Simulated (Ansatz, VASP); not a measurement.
**InP in two plane-wave programs**

Aim: how closely do two programs agree when they are given the same cell, functional and k mesh? The cell is taken from a series of VASP runs on this material, whose earlier steps may have relaxed, scaled or displaced it; both programs get it as it stands. Other levels of theory on this material are compared in a session of their own. Valence electrons are named where the data sets of a main pair hold unlike numbers.

Program: Ansatz 0.2.0. Level of theory: plane waves, with VASP 6.6.1 beside it; band structure at LDA, spin-orbit coupling and band structure at r2SCAN, spin-orbit coupling. Results are calculated unless marked as measured.

## (1) Starting point

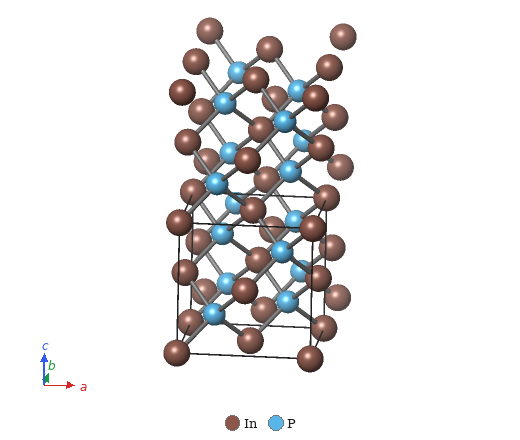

Start, viewed slightly off an axis; indium brown, phosphorus blue. 1×2×2 cells are drawn. This picture shows the conventional cell, with its axes. Bonds to atoms that aren't drawn are left out. Some periodic images of atoms are drawn too.

Structure file:

```xyz
2
Lattice="0.0000 2.9343 2.9343 2.9343 0.0000 2.9343 2.9343 2.9343 0.0000" Properties=species:S:1:pos:R:3 pbc="T T T"
In    0.0000    0.0000    0.0000
P     4.4015    4.4015    4.4015
```

## (2) VASP: band structure, LDA, spin-orbit coupling

Levels along a path test the potential and the projectors away from the mesh points.

Lines of VASP's logs that name or quote its potential files are left out, and so is its time.

File INCAR:

```
SYSTEM = InP
PREC = Accurate
ENCUT = 350
EDIFF = 1E-06
NELM = 100
ISMEAR = 0
SIGMA = 0.03
LREAL = .FALSE.
ALGO = Normal
GGA = CA
LNONCOLLINEAR = .TRUE.
MAGMOM = 0 0 0 0 0 0
NBANDS = 30
GGA_COMPAT = .FALSE.
LASPH = .TRUE.
LSORBIT = .TRUE.
LORBIT = 11
LWAVE = .FALSE.
LCHARG = .FALSE.
KPAR = 4
```

File POSCAR:

```
InP
1.0
    0.0000000000      2.9343500000      2.9343500000
    2.9343500000      0.0000000000      2.9343500000
    2.9343500000      2.9343500000      0.0000000000
In P
1 1
Direct
    0.0000000000      0.0000000000      0.0000000000
    0.7500000000      0.7500000000      0.7500000000
```

File KPOINTS:

```
Automatic mesh
0
Gamma
6 6 6
0 0 0
```

File KPOINTS_OPT:

```
Line mode
10
Line-mode
Reciprocal
  0.00000000   0.00000000   0.00000000 GAMMA
  0.50000000   0.00000000   0.50000000 X

  0.50000000   0.00000000   0.50000000 X
  0.50000000   0.25000000   0.75000000 W

  0.50000000   0.25000000   0.75000000 W
  0.37500000   0.37500000   0.75000000 K

  0.37500000   0.37500000   0.75000000 K
  0.00000000   0.00000000   0.00000000 GAMMA

  0.00000000   0.00000000   0.00000000 GAMMA
  0.50000000   0.50000000   0.50000000 L

  0.50000000   0.50000000   0.50000000 L
  0.62500000   0.25000000   0.62500000 U

  0.62500000   0.25000000   0.62500000 U
  0.50000000   0.25000000   0.75000000 W

  0.50000000   0.25000000   0.75000000 W
  0.50000000   0.50000000   0.50000000 L

  0.50000000   0.50000000   0.50000000 L
  0.37500000   0.37500000   0.75000000 K

  0.62500000   0.25000000   0.62500000 U
  0.50000000   0.00000000   0.50000000 X
```

PAW data sets: In_d and P (LDA family, release 64).

Launch:

```bash
> mpirun -np 4 vasp_ncl
```

Numbers of over 12 decimals in the logs are rounded to 6 here.

What it wrote:

```text
[banner, memory and clock lines left out]
running    4 mpi-ranks, on    1 nodes
 distrk:  each k-point on    1 cores,    4 groups
 distr:  one band on    1 cores,    1 groups

 POSCAR found type information on POSCAR InP
 POSCAR found :  2 types and       2 ions
 LDA part: xc-table for (Slater(with rela. corr.)+CA(PZ))
 , standard interpolation
 POSCAR, INCAR and KPOINTS ok, starting setup
 FFT: planning ... GRIDC
 FFT: planning ... GRID_SOFT
 FFT: planning ... GRID
 WAVECAR not read
 entering main loop
       N       E                     dE             d eps       ncg     rms          rms(c)
DAV:   1     0.137292024985E+03    0.13729E+03   -0.63686E+03  1328   0.105E+03
DAV:   2     0.427974499966E+01   -0.13301E+03   -0.12701E+03  1376   0.305E+02
DAV:   3    -0.953675557347E+01   -0.13817E+02   -0.13613E+02  1624   0.114E+02
DAV:   4    -0.100949087224E+02   -0.55815E+00   -0.55703E+00  1628   0.237E+01
DAV:   5    -0.101271350851E+02   -0.32226E-01   -0.32222E-01  1974   0.501E+00    0.584E+00
DAV:   6    -0.973420623336E+01    0.39293E+00   -0.49327E-01  1906   0.134E+01    0.340E+00
DAV:   7    -0.969802284955E+01    0.36183E-01   -0.21720E-01  2044   0.344E+00    0.130E+00
DAV:   8    -0.969213453074E+01    0.58883E-02   -0.17094E-02  2044   0.175E+00    0.763E-01
DAV:   9    -0.969154740716E+01    0.58712E-03   -0.17651E-03  1566   0.280E-01    0.232E-01
DAV:  10    -0.969146007954E+01    0.87328E-04   -0.80141E-04  1900   0.512E-01    0.130E-01
DAV:  11    -0.969144283902E+01    0.17241E-04   -0.17329E-04  2034   0.199E-01    0.288E-02
DAV:  12    -0.969144357714E+01   -0.73812E-06   -0.22414E-05  1722   0.381E-02    0.227E-02
DAV:  13    -0.969144328224E+01    0.29490E-06   -0.13736E-06  1398   0.838E-03
   1 F= -.96914433E+01 E0= -.96914433E+01  d E =-.364836E-15  mag=    -0.0000    -0.0000     0.0000
 Start KPOINTS_OPT (optional k-point list driver)
k-point batch [1-22\100]
       N       E                     dE             ncg
DAV:   1     0.126443247458E+04   -0.70012E+04     1326
DAV:   2    -0.162975725509E+04   -0.28942E+04     1366
DAV:   3    -0.193662559482E+04   -0.30687E+03     1638
DAV:   4    -0.194898609372E+04   -0.12360E+02     1660
DAV:   5    -0.194966392310E+04   -0.67783E+00     2124
DAV:   6    -0.194967130334E+04   -0.73802E-02     1718
DAV:   7    -0.194967170345E+04   -0.40011E-03     2070
DAV:   8    -0.194967171081E+04   -0.73633E-05     1742
DAV:   9    -0.194967171105E+04   -0.23607E-06     1166
[...]
k-point batch [89-100\100]
       N       E                     dE             ncg
DAV:   1     0.505561797735E+04   -0.52916E+04      720
DAV:   2     0.347263420415E+04   -0.15830E+04      726
DAV:   3     0.331145832607E+04   -0.16118E+03      928
DAV:   4     0.330547115796E+04   -0.59872E+01      928
DAV:   5     0.330511436562E+04   -0.35679E+00     1176
DAV:   6     0.330511142840E+04   -0.29372E-02      930
DAV:   7     0.330511126578E+04   -0.16262E-03     1116
DAV:   8     0.330511126258E+04   -0.31972E-05      920
DAV:   9     0.330511126246E+04   -0.11673E-06      630
```

OUTCAR, selected parts (step 2):

```text
ion  position               nearest neighbor table
   1  0.000  0.000  0.000-   2 2.54   2 2.54   2 2.54   2 2.54
   2  0.750  0.750  0.750-   1 2.54   1 2.54   1 2.54   1 2.54

  LATTYP: Found a face centered cubic cell.
 ALAT       =     5.8687000000

 Subroutine GETGRP returns: Found 24 space group operations
 (whereof 24 operations were pure point group operations)

The static configuration has the point symmetry T_d .

 Found     22 irreducible k-points:

   k-points           NKPTS =     22   k-points in BZ     NKDIM =     22   number of bands    NBANDS=     30

   dimension x,y,z NGX =    28 NGY =   28 NGZ =   28
   dimension x,y,z NGXF=    56 NGYF=   56 NGZF=   56

   ENCUT  =  350.0 eV  25.72 Ry    5.07 a.u.   6.33  6.33  6.33*2*pi/ulx,y,z

   NELECT =      18.0000    total number of electrons

 k-points in reciprocal lattice and weights: Automatic mesh
   0.00000000  0.00000000  0.00000000       0.005
   0.16666667  0.00000000  0.00000000       0.019
  -0.16666667  0.00000000  0.00000000       0.019
   0.33333333  0.00000000  0.00000000       0.019
  -0.33333333  0.00000000  0.00000000       0.019
   0.50000000  0.00000000  0.00000000       0.019
   0.16666667  0.16666667  0.00000000       0.028
   0.33333333  0.16666667  0.00000000       0.056
  -0.33333333 -0.16666667  0.00000000       0.056
[...]
-0.33333333  0.33333333  0.16666667       0.111
  -0.33333333  0.50000000  0.16666667       0.056

 average (electrostatic) potential at core
       1 -95.2640       2 -84.0448

 E-fermi :   5.1588

 k-point     1 :       0.0000    0.0000    0.0000
  band No.  band energies     occupation
    ...
     14       4.9004      1.00000
     15       5.0036      1.00000
     16       5.0036      1.00000
     17       5.0036      1.00000
     18       5.0036      1.00000
     19       5.4578      0.00000
     20       5.4578      0.00000
     21       8.6218      0.00000
     22       8.6218      0.00000
     23       9.0797      0.00000
    ...

 k-point     2 :       0.1667    0.0000    0.0000
  band No.  band energies     occupation
    ...
     14       2.7195      1.00000
     15       4.6140      1.00000
     16       4.6140      1.00000
     17       4.6951      1.00000
     18       4.7083      1.00000
     19       6.5927      0.00000
     20       6.5927      0.00000
     21       9.1267      0.00000
     22       9.1267      0.00000
     23       9.4172      0.00000
    ...

 k-point     3 :      -0.1667    0.0000    0.0000
  band No.  band energies     occupation
    ...
     14       2.7195      1.00000
     15       4.6140      1.00000
     16       4.6140      1.00000
     17       4.6951      1.00000
     18       4.7083      1.00000
     19       6.5927      0.00000
     20       6.5927      0.00000
     21       9.1267      0.00000
     22       9.1267      0.00000
     23       9.4172      0.00000
    ...

  Total       -0.5438405     -0.5438405     -0.5438405     -0.0000000      0.0000000     -0.0000000
  in kB      -17.2431425    -17.2431425    -17.2431425     -0.0000000      0.0000000     -0.0000000
  external PRESSURE =     -17.2431425 kB  Pullay stress =       0.0000000 kB

  energy-cutoff  :      350.00
  volume of cell :       50.53
      direct lattice vectors                 reciprocal lattice vectors
     0.000000000  2.934350000  2.934350000    -0.170395488  0.170395488  0.170395488
     2.934350000  0.000000000  2.934350000     0.170395488 -0.170395488  0.170395488
     2.934350000  2.934350000  0.000000000     0.170395488  0.170395488 -0.170395488

 POSITION                                       TOTAL-FORCE (eV/Angst)
 -----------------------------------------------------------------------------------
      0.00000      0.00000      0.00000         0.000000      0.000000      0.000000
      4.40152      4.40152      4.40152        -0.000000     -0.000000     -0.000000
 -----------------------------------------------------------------------------------
    total drift:                               -0.000000     -0.000000     -0.000000

  FREE ENERGIE OF THE ION-ELECTRON SYSTEM (eV)
  ---------------------------------------------------
  free  energy   TOTEN  =        -9.6914432822 eV

  energy  without entropy=       -9.6914432822  energy(sigma->0) =       -9.69144328

 Spin-Orbit-Coupling matrix elements
 Ion:    1  E_soc:     -0.0754176
 Ion:    2  E_soc:     -0.0011546

 total charge
# of ion       s       p       d       tot
------------------------------------------
    1        0.843   0.782   9.894  11.519
    2        1.034   1.483   0.000   2.517
--------------------------------------------------
tot          1.876   2.265   9.894  14.036

 magnetization (x)
# of ion       s       p       d       tot
------------------------------------------
    1        0.000  -0.000  -0.000  -0.000
    2        0.000   0.000   0.000   0.000
--------------------------------------------------
tot          0.000   0.000  -0.000   0.000

 magnetization (y)
# of ion       s       p       d       tot
------------------------------------------
    1        0.000  -0.000  -0.000  -0.000
    2        0.000   0.000   0.000   0.000
--------------------------------------------------
tot          0.000   0.000  -0.000   0.000

 magnetization (z)
# of ion       s       p       d       tot
------------------------------------------
    1        0.000  -0.000  -0.000  -0.000
    2        0.000  -0.000   0.000  -0.000
--------------------------------------------------
tot          0.000  -0.000  -0.000  -0.000

[... 3 further parts left out ...]
```

The run ends at a pressure of -1.72 GPa.

## (3) Ansatz: band structure, LDA, spin-orbit coupling

Ansatz runs on its fully relativistic PAW (standard-fr) files.

The same cell, functional (in two slightly different forms), mesh and smearing now go to Ansatz, which takes its cutoff from its data sets.

File input.yaml:

```yaml
crystal:
  lattice:
    - [0.0, 2.93435, 2.93435]
    - [2.93435, 0.0, 2.93435]
    - [2.93435, 2.93435, 0.0]
  atoms:
    - { symbol: In, position: [0.0, 0.0, 0.0] }
    - { symbol: P, position: [0.75, 0.75, 0.75] }
hamiltonian:
  xc: lda
  pseudopotentials: { kind: paw_fr }
magnetization:
  noncollinear: true
  spin_orbit: true
kpoints:
  mp_grid: { grid: [6, 6, 6] }
  band_path:
    path:
      - [0.0, 0.0, 0.0]
      - [0.16667, 0.0, 0.16667]
      - [0.33333, 0.0, 0.33333]
      - [0.5, 0.0, 0.5]
      - [0.5, 0.08333, 0.58333]
      - [0.5, 0.19444, 0.69444]
      - [0.5, 0.25, 0.75]
      - [0.45833, 0.29167, 0.75]
      - [0.40278, 0.34722, 0.75]
      - [0.375, 0.375, 0.75]
      - [0.20833, 0.20833, 0.41667]
      - [0.08333, 0.08333, 0.16667]
      - [0.0, 0.0, 0.0]
      - [0.22222, 0.22222, 0.22222]
      - [0.38889, 0.38889, 0.38889]
      - [0.51389, 0.47222, 0.51389]
      - [0.55556, 0.38889, 0.55556]
      - [0.61111, 0.27778, 0.61111]
      - [0.61111, 0.25, 0.63889]
      - [0.56944, 0.25, 0.68056]
      - [0.51389, 0.25, 0.73611]
      - [0.5, 0.27778, 0.72222]
      - [0.5, 0.38889, 0.61111]
      - [0.5, 0.47222, 0.52778]
      - [0.48611, 0.48611, 0.52778]
      - [0.43056, 0.43056, 0.63889]
      - [0.38889, 0.38889, 0.72222]
      - [0.59722, 0.19444, 0.59722]
      - [0.55556, 0.11111, 0.55556]
      - [0.5, 0.0, 0.5]
    npoints: 1
scf:
  occupations: { method: gaussian, width: 0.03 }
  n_extra_bands: 14
output:
  forces: true
  stress: true
  eigenvalues: true
```

Launch:

```bash
> ansatz run input.yaml --threads 2 --pin off --max-ram 4608MiB --backend cpu --events-out ev --progress --plain --runs-dir out
```

What it wrote:

```text
scf.n_extra_bands = 14 over 18 filled bands (N_el = 18.0): the run solves 32 bands
Engine: ansatz 0.2.0, aarch64-unknown-linux-gnu
Pseudopotentials: kind: paw_fr
Pseudopotential: In, paw_fr, valence charge 13, recommended cutoff 420 eV (normal), In.paw.azcp#standard-fr
Pseudopotential: P, paw_fr, valence charge 5, recommended cutoff 420 eV (normal), P.paw.azcp#standard-fr
Functional definition: SPW92
  exchange = slater_x
  correlation = pw_c
non-collinear run that drives no moment, with spin-orbit: no starting moment large enough to seed its density (crystal.atoms[].spin), no starting occupations that ask for one, no magnetisation constraint and no magnetic field, so the semilocal B_xc is pinned to zero
Crystal: 2 atoms, lattice volume = 50.532 Å³
Basis set: ecut = 420 eV, 965 PW (Γ)
Bands: 32, of which v1, the nominal top of the filled ones, is band 18 counted from 1 (17 counted from 0)
Symmetry: 24 space group operations + 24 with time reversal
Magnetic group: BNS 216.75 (UNI 1577), of the structure as read, at distance tolerance 3.7e-5 Å
k-points: 16 of 216 (time reversal used)
Projection manifold: j_resolved (fully-relativistic pseudo-atomic orbitals)
Non-local potential: In, projectors of the file, l = 0: 2, l = 1: 4, l = 2: 4, l = 3: 4
Non-local potential: P, projectors of the file, l = 0: 2, l = 1: 4, l = 2: 4
PAW form: soft (Blöchl's): semilocal exchange-correlation on the pseudo side does not see the compensation charge
PAW frozen core: In, regenerated for the run's functional, and the local potential with it (the file was generated under x = pbe(κ = 0.804, μ = 0.219515), c = pbe(β = 0.066725))
PAW frozen core: P, regenerated for the run's functional, and the local potential with it (the file was generated under x = pbe(κ = 0.804, μ = 0.219515), c = pbe(β = 0.066725))
PAW one-centre angular grid: In, 590 points (default); XC on 64 Gauss nodes
PAW one-centre angular grid: P, 110 points (default); XC on 64 Gauss nodes
Initial density: superposition of atomic densities (chi_scale 0.1, normalization cell, long waves kept (reshape's long-wave potential 0.00 eV rms))
Initial wavefunctions: pseudopotential atomic-orbital guess
Functional: x = slater, c = lda
SCF iter   1: F=—  HF=-6185.636617 eV  |F-HF|=—  |Δ(HF+E_count)|=         —  Δρ=3.24e-2  dr2=7.76e-1  dr2_m=0.00e0 (ungated)  ethr=3.10e-3  |M|=0.00e0 ∫|m|=0.00e0 μB  |m|>n=0.0e0 m-floor=0.0e0 τ_xc=0.0e0  β_m=0.30  ⟨swp⟩=8.9  Hψ=3287  notcnv=0  defer=15
preconditioner: auto → none  [insulator: Δε(μ)=0.761 eV  Ē_g=16.603 eV  σ=0.030 eV  W_gap=1.00  n_scr=14 (ndim 8)  ℏωp=22.2 eV  f_vac=0.000  D(μ)=0.00/eV (n_scr^D=0)  ε∞_Penn≈2.8]
SCF iter   2: F=—  HF=-6185.422851 eV  |F-HF|=—  |Δ(HF+E_count)|=   2.14e-1  Δρ=1.91e-2  dr2=1.62e-1  dr2_m=0.00e0 (ungated)  ethr=3.10e-3  |M|=0.00e0 ∫|m|=0.00e0 μB  |m|>n=0.0e0 m-floor=0.0e0 τ_xc=0.0e0  β_m=0.41  ⟨swp⟩=2.4  Hψ=787  notcnv=0  defer=124
SCF iter   3: F=—  HF=-6185.384011 eV  |F-HF|=—  |Δ(HF+E_count)|=   3.88e-2  Δρ=7.26e-3  dr2=1.66e-2  dr2_m=0.00e0 (ungated)  ethr=9.03e-4  |M|=0.00e0 ∫|m|=0.00e0 μB  |m|>n=0.0e0 m-floor=0.0e0 τ_xc=0.0e0  β_m=0.55  ⟨swp⟩=2.6  Hψ=559  notcnv=0  defer=124
SCF iter   4: F=—  HF=-6185.381110 eV  |F-HF|=—  |Δ(HF+E_count)|=   2.90e-3  Δρ=7.35e-4  dr2=1.09e-4  dr2_m=0.00e0 (ungated)  ethr=9.22e-5  |M|=0.00e0 ∫|m|=0.00e0 μB  |m|>n=0.0e0 m-floor=0.0e0 τ_xc=0.0e0  β_m=0.58  ⟨swp⟩=2.4  Hψ=572  notcnv=0  defer=124
SCF iter   5: F=—  HF=-6185.381123 eV  |F-HF|=—  |Δ(HF+E_count)|=   1.22e-5  Δρ=1.67e-4  dr2=7.49e-6  dr2_m=0.00e0 (ungated)  ethr=6.07e-7  |M|=0.00e0 ∫|m|=0.00e0 μB  |m|>n=0.0e0 m-floor=0.0e0 τ_xc=0.0e0  β_m=0.67  ⟨swp⟩=2.4  Hψ=678  notcnv=0  defer=124
SCF iter   6: F=—  HF=-6185.381119 eV  |F-HF|=—  |Δ(HF+E_count)|=   3.35e-6  Δρ=1.19e-5  dr2=4.49e-8  dr2_m=0.00e0 (ungated)  ethr=5.56e-10  |M|=0.00e0 ∫|m|=0.00e0 μB  |m|>n=0.0e0 m-floor=0.0e0 τ_xc=0.0e0  β_m=0.73  ⟨swp⟩=11.9  Hψ=3480  notcnv=0
SCF iter   7: F=-6185.381119 eV  HF=-6185.381119 eV  |F-HF|=1.31e-10  |Δ(HF+E_count)|=   7.33e-9  Δρ=1.40e-6  dr2=7.30e-10  dr2_m=0.00e0 (ungated)  ethr=2.50e-10  |M|=0.00e0 ∫|m|=0.00e0 μB  |m|>n=0.0e0 m-floor=0.0e0 τ_xc=0.0e0  ⟨swp⟩=2.0  Hψ=1380  notcnv=0
SCF 1 converged in 7 iterations: F = -6185.381119 eV  dr2 = 7.30e-10
  greatest PAW one-centre occupation: 0.981 electrons in one spin orbital (limit 2), on the In atom at site 0 (counted from 0), in its partial waves of l = 2
NSCF: frozen V_eff on 30 k-points
SCF converged after 7 iterations
Magnetization: |M| = 0.0000 μB,  M = (+0.0000, +0.0000, +0.0000) μB
Absolute magnetization: 0.0000 μB (∫|m|)
  site 0: m = (+0.0000, +0.0000, +0.0000) μB, |m| = 0.0000 μB  (R = 1.05 Å)
  site 1: m = (+0.0000, +0.0000, +0.0000) μB, |m| = 0.0000 μB  (R = 1.05 Å)
Free energy (F): -6185.381119 eV
Harris-Foulkes:  -6185.381119 eV  (|F-HF|=1.31e-10)
Internal energy: -6185.381119 eV  (E = F + TS)
E sigma→0 (E₀):  -6185.381119 eV
Fermi energy:    6.944795 eV
--- Per-component energies (eV) ---
  E_band       = -57.562725
  E_kinetic    = 314.343398
  E_local      = -1404.994897  (includes V_loc(G=0)·N_el)
  E_nonlocal   = 405.723626
  E_hartree    = 550.995786
  E_xc         = -274.326627
  E_vxc        = -161.478137  (∫ρ·V_xc dr)
  E_paw        = -4558.424566  (= ΣΔE_a)
  E_vpaw       = -313.147668  (= ΣTr[D̂ρ^β])
  E_aug_tail   = 0.000029  (compensation charges beyond the density's cutoff)
  E_ewald      = -1219.106662
  E_core_change = 0.408793  (= ΣΔE_core)
  E_smearing   = -0.000000  (= −TS)
  E_closure    = 0.000000  (closes the sum)
  Σ components = -6185.381119   (vs F -6185.381119, Δ=0.00e0)
--- Forces (eV/Å), atoms counted from 1 ---
  atom   1  In    -0.00000000    -0.00000000    -0.00000000
  atom   2  P      0.00000000    -0.00000000    -0.00000000
  max |Σ_I F_I| component: 6.48e-17 eV/Å
--- Stress (GPa, compression-positive) ---
       -1.545966       0.000000      -0.000000
        0.000000      -1.545966       0.000000
       -0.000000       0.000000      -1.545966
  P = ⅓ Tr σ = -1.5460 GPa (-15.460 kbar)
--- Band table (eV; the first three rows and the last of 16) ---
  k-point 0: bands = [... 14 lower, 6.7304, 6.7304, 6.7304, 6.7304, 7.1577, 7.1577, 10.3305, 10.3305, ... 10 higher]
  k-point 1: bands = [... 14 lower, 6.3379, 6.3379, 6.4221, 6.4352, 8.3016, 8.3016, 10.8374, 10.8374, ... 10 higher]
  k-point 2: bands = [... 14 lower, 5.8480, 5.8480, 5.9553, 5.9666, 8.1475, 8.1475, 11.3270, 11.3270, ... 10 higher]
  k-point 15: bands = [... 14 lower, 3.7514, 3.8515, 3.9011, 3.9318, 9.8013, 9.8704, 10.1767, 10.1896, ... 10 higher]
```

The job ended after 12 s (2 threads of Arm Neoverse N1, shared host; peak memory 0.42 GiB; 22 s of CPU time).

(Part 1 of 2 ends here.)

[Lines on the potential files, build, host, timing and source positions are cut from VASP's logs without a mark.]

[Logs are printed without paths, hosts, clocks, repeated set-up lines and the standing remarks that a program may print on its own settings, such as how far it seeks lower states.]

[Hosts, paths, dates, database ids (printed as entryN), source tags and the programs' standing remarks are cut or masked in the printed files.]
